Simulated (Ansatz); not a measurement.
# H₂ClO (doublet): correlated methods under varied settings at distance Cl1–H2 along a hydrogen transfer = 1.556 Å

Aim: run H₂ClO (doublet) at one geometry under a spread of methods and options, and see what each costs and gives.

Computed with Ansatz 0.2.0, Gaussian basis. Level: the settings change from run to run.

10 further runs of the same task are left out: 2 for a mislabelled method, 2 for a known fault of the program, 4 that didn't finish, 2 set aside as unsound or not needed.

**1. What is computed**

The geometry derives from fragments relaxed apart (PBE0/def2-TZVP) and kept rigid, so it is no stationary point. A hydrogen atom is moved between rigid fragments.

4 atoms, charge 0, spin multiplicity 2.

Atoms are counted from 1 here; the program's logs count them from 0.

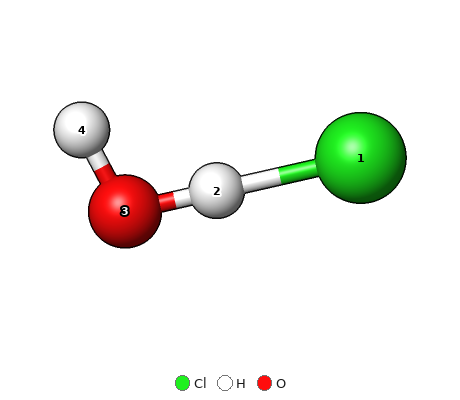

The geometry (chlorine green, hydrogen white, oxygen red); atoms are numbered from 1 in the order of the file.

**2. MP2 on UHF/6-31G***

in.yaml reads:

```yaml
crystal:
  periodic: [false, false, false]
  atoms:
    - {symbol: Cl, position_ang: [-0.843919, 0.017719, 0.000000]}
    - {symbol: H, position_ang: [0.712081, 0.017719, 0.000000]}
    - {symbol: O, position_ang: [1.702081, 0.017719, 0.000000]}
    - {symbol: H, position_ang: [1.953940, -0.922231, 0.000000]}
basis:
  gaussian: {orbitals: "6-31G*"}
magnetization: {spin_polarized: true, initial_magnetization: 1}
correlation: {method: mp2, electrons: all}
output: {forces: true}
```

On the command line:

```sh
$ ansatz run in.yaml --threads 1 --pin off --events-out ev --progress --plain --max-ram 2393MiB
```

Log:

```text
Functional definition: HF
  name "HF"
  cite "Fock, Z. Phys. 61, 126 (1930) doi:10.1007/BF01340294"
  parent pbe
  exchange = exact_x
  correlation = 0
353 factors; integrals over basis functions are off by at most 6.8e-4 eV
mean field evaluation 1: about -14567.7268 eV, gradient 1.8e1 eV
mean field evaluation 2: about -14567.7300 eV, gradient 1.8e1 eV
mean field evaluation 4: about -14569.2301 eV, gradient 2.4e0 eV
mean field evaluation 8: about -14569.2940 eV, gradient 2.5e-1 eV
mean field evaluation 16: about -14568.2074 eV, gradient 4.0e0 eV
mean field evaluation 32: about -14569.3018 eV, gradient 6.9e-6 eV
mean field evaluation 64: about -14568.2074 eV, gradient 4.0e0 eV
mean field -14569.30184192 eV, -535.4119672629 hartree, gradient 3.1e-6 eV, S^2 0.771094; 12 other end points of the search recorded, 0 dependent functions left out
reference -14569.30184192 eV, -535.4119672629 hartree; 14, 13 occupied and 24, 25 virtual orbitals, 353 factors
second order -8.56096892 eV of doubles, -0.00000000 eV of singles
the calculation of the forces begins
Total energy: -14577.86281084 eV, -535.7265770679 hartree
Atom 0 at    -0.843919     0.017719     0.000000 Å, force    -2.653225    -0.095951     0.000000 eV/Å
Atom 1 at     0.712081     0.017719     0.000000 Å, force     1.412493     0.169258    -0.000000 eV/Å
Atom 2 at     1.702081     0.017719     0.000000 Å, force     1.310862    -0.030398     0.000000 eV/Å
Atom 3 at     1.953940    -0.922231     0.000000 Å, force    -0.070129    -0.042909    -0.000000 eV/Å
Dipole moment:    -0.073878    -0.357546     0.000000 e Å
```

It took 0.99 s on 1 thread of Arm Neoverse V2, shared host.

From the report: ⟨S²⟩ of the determinant 0.771 (pure doublet: 0.75).

**3. BCCD(T) on ROHF/6-31G***

in.yaml, as its differences from that of step 2:

```diff
@@ -9,4 +9,3 @@
   gaussian: {orbitals: "6-31G*"}
-magnetization: {spin_polarized: true, initial_magnetization: 1}
-correlation: {method: mp2, electrons: all}
-output: {forces: true}
+magnetization: {spin_polarized: false, initial_magnetization: 1}
+correlation: {method: bccd_t, electrons: outside_noble_gas}
```

Same command.

Log, shortened:

```text
Functional definition: HF
  name "HF"
  cite "Fock, Z. Phys. 61, 126 (1930) doi:10.1007/BF01340294"
  parent pbe
[...]
353 factors; integrals over basis functions are off by at most 6.8e-4 eV
[...]
mean field -14569.09684983 eV, -535.4044339429 hartree, gradient 2.3e-6 eV, S^2 0.750000; 13 other end points of the search recorded, 0 dependent functions left out
[...]
determinant -14569.09684983 eV, -535.4044339429 hartree, with singles and doubles -14578.19919592 eV, -535.7389389917 hartree
determinant -14568.89260071 eV, -535.3969279259 hartree, with singles and doubles -14577.84796885 eV, -535.7260316349 hartree
determinant -14568.84213156 eV, -535.3950732191 hartree, with singles and doubles -14577.74296322 eV, -535.7221727493 hartree
determinant -14569.09684983 eV, -535.4044339429 hartree, with singles and doubles -14578.19997242 eV, -535.7389675276 hartree
determinant -14568.89260071 eV, -535.3969279259 hartree, with singles and doubles -14577.85588260 eV, -535.7263224600 hartree
determinant -14568.84213156 eV, -535.3950732191 hartree, with singles and doubles -14577.74184414 eV, -535.7221316240 hartree
6 core orbitals not correlated: weight in the atoms' cores, before any rotation towards them, 1.000 or more for the frozen orbitals, at most 0.000 for the correlated occupied ones
reference -14569.09684983 eV, -535.4044339429 hartree; 8, 7 occupied and 24, 25 virtual orbitals, 353 factors
second order -8.35693090 eV of doubles, -0.10816695 eV of singles
cycle   1  -9.09834144 eV  change    4.8e-3 eV  update   1.0e-2
[...]
cycle  10  -9.09561518 eV  change    2.6e-6 eV  update   1.7e-5
perturbative correction -0.14698899 eV, -0.0054017458 hartree
Total energy: -14578.33945401 eV, -535.7440933814 hartree
```

Run time: 3.7 s. Hardware: 1 thread of Arm Neoverse V2, shared host.

From the report: correlation -9.2426 eV; largest double amplitude 0.04.

**4. CCSDT(Q)/B on UHF/STO-3G**

in.yaml, as its differences from that of step 3:

```diff
@@ -8,4 +8,5 @@
 basis:
-  gaussian: {orbitals: "6-31G*"}
-magnetization: {spin_polarized: false, initial_magnetization: 1}
-correlation: {method: bccd_t, electrons: outside_noble_gas}
+  gaussian: {orbitals: STO-3G}
+magnetization: {spin_polarized: true, initial_magnetization: 1}
+correlation: {method: ccsdt_q_b, electrons: all}
+output: {forces: true}
```

Launched as before.

Log, shortened:

```text
Functional definition: HF
  name "HF"
  cite "Fock, Z. Phys. 61, 126 (1930) doi:10.1007/BF01340294"
  parent pbe
[...]
247 factors; integrals over basis functions are off by at most 5.4e-8 eV
[...]
mean field -14407.77233387 eV, -529.4758673310 hartree, gradient 1.8e-6 eV, S^2 0.771657; 12 other end points of the search recorded, 0 dependent functions left out
determinant -14407.77233387 eV, -529.4758673310 hartree, with singles and doubles -14409.28399236 eV, -529.5314197557 hartree
determinant -14407.17851670 eV, -529.4540449524 hartree, with singles and doubles -14408.35156471 eV, -529.4971536717 hartree
determinant -14406.90656841 eV, -529.4440510370 hartree, with singles and doubles -14408.23039295 eV, -529.4927006915 hartree
determinant -14406.88601895 eV, -529.4432958583 hartree, with singles and doubles -14408.20123949 eV, -529.4916293218 hartree
reference -14407.77233387 eV, -529.4758673310 hartree; 14, 13 occupied and 2, 3 virtual orbitals, 247 factors
second order -1.07414263 eV of doubles, -0.00000000 eV of singles
cycle   1  -1.34445289 eV  change   -2.7e-1 eV  update   4.2e-2
[...]
cycle  16  -1.52036785 eV  change   -5.4e-7 eV  update   3.1e-7
perturbative correction -0.00073250 eV, -0.0000269190 hartree
[...]
Total energy: -14409.29343422 eV, -529.5317667378 hartree
Atom 0 at    -0.843919     0.017719     0.000000 Å, force    -2.556407    -0.155355     0.000000 eV/Å
Atom 1 at     0.712081     0.017719     0.000000 Å, force    -2.373337    -0.133252     0.000000 eV/Å
Atom 2 at     1.702081     0.017719     0.000000 Å, force     4.675618     3.331252     0.000000 eV/Å
Atom 3 at     1.953940    -0.922231     0.000000 Å, force     0.254125    -3.042646     0.000000 eV/Å
Dipole moment:     0.157431    -0.274668     0.000000 e Å
```

It took 18 s on 1 thread of Arm Neoverse V2, shared host; peak memory 0.57 GiB.

From the report: ⟨S²⟩ of the determinant 0.772 (pure doublet: 0.75); correlation -1.5211 eV; T1 0.007; largest double amplitude 0.08.

**5. BCCD/cc-pVDZ**

in.yaml, as its differences from that of step 4:

```diff
@@ -8,5 +8,5 @@
 basis:
-  gaussian: {orbitals: STO-3G}
-magnetization: {spin_polarized: true, initial_magnetization: 1}
-correlation: {method: ccsdt_q_b, electrons: all}
-output: {forces: true}
+  gaussian: {orbitals: cc-pVDZ, point_charges: [{charge: 1.00, position_ang: [6.387, -0.649, -0.320]}]}
+magnetization: {spin_polarized: false, initial_magnetization: 1}
+hamiltonian: {xc: {name: PBE}}
+correlation: {method: bccd, electrons: outside_noble_gas, diis_vectors: 1}
```

The command is unchanged.

Log, shortened:

```text
Functional definition: PBE
  name "PBE"
  cite "Perdew, Burke & Ernzerhof, Phys. Rev. Lett. 77, 3865 (1996) doi:10.1103/PhysRevLett.77.3865"
  parent pbe
[...]
410 factors; integrals over basis functions are off by at most 1.4e-3 eV
[...]
mean field -14592.88587947 eV, -536.2786646574 hartree, gradient 2.5e-6 eV, S^2 0.750000; 9 other end points of the search recorded, 0 dependent functions left out
[...]
6 core orbitals not correlated: weight in the atoms' cores, before any rotation towards them, 1.000 or more for the frozen orbitals, at most 0.000 for the correlated occupied ones
reference -14568.85767797 eV, -535.3956445389 hartree; 8, 7 occupied and 28, 29 virtual orbitals, 410 factors
second order -10.00980906 eV of doubles, -0.54567197 eV of singles
cycle   1  -10.17089114 eV  change    -1.4e0 eV  update   6.9e-2
[...]
cycle 258  -10.88589751 eV  change    1.3e-7 eV  update   8.7e-6
WARN: these amplitudes may be one of several solutions (largest doubles amplitude 0.05, level shift 8.33 eV)
Total energy: -14579.74357548 eV, -535.7956938936 hartree
```

Run time: 23 s. Hardware: 1 thread of Arm Neoverse V2, shared host.

From the report: correlation -10.8859 eV; largest double amplitude 0.05. The report flags that the cluster equations may have other roots.

**6. The runs in one table**

 † marks a result that the program doubts.

```
                                                  level         correlated  functions  energy (eV)    time
                                      MP2 on UHF/6-31G*                all         38  -14577.8628  0.99 s
                                 BCCD(T) on ROHF/6-31G*  outside noble gas         38  -14578.3395   3.7 s
                               CCSDT(Q)/B on UHF/STO-3G                all         16  -14409.2934    18 s
BCCD/cc-pVDZ (beside a point charge, on PBE orbitals) †  outside noble gas         42  -14579.7436    23 s
```

**7. What came out**

| quantity | value |
| --- | --- |
| runs | 4 |
| quickest | MP2 on UHF/6-31G*, 0.99 s |
| slowest | BCCD/cc-pVDZ (beside a point charge, on PBE orbitals) †, 23 s |

In words: Total energies in different bases, with other cores or another treatment of relativity can't be set against each other. BCCD/cc-pVDZ (beside a point charge, on PBE orbitals) † took 23 times as long as MP2 on UHF/6-31G*; the jobs differ in more than the method.
